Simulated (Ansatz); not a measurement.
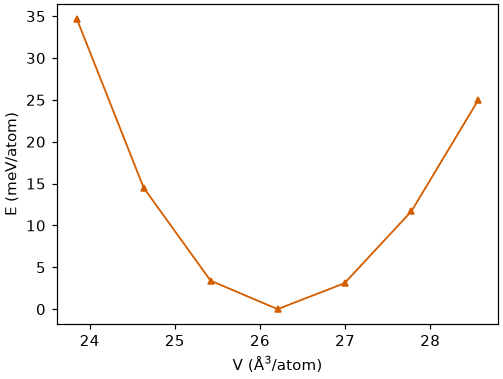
*SrCl$_{2}$ (fluorite, space group No. 225) under volume change, LDA (plane waves, PAW; program Ansatz), scaled uniformly.*

**Question.** What does a third-order Birch–Murnaghan fit give for V₀, B₀ and B′?

**Answer.** V₀ = 26.20 Å³/atom, B₀ = 44.1 GPa, B′ = 4.5.

Space group Fm-3m (fluorite). The LDA relaxation kept the symmetry of its start; phonons on a q-mesh show no instability.

Potentials: the later of the program's two PAW sets.
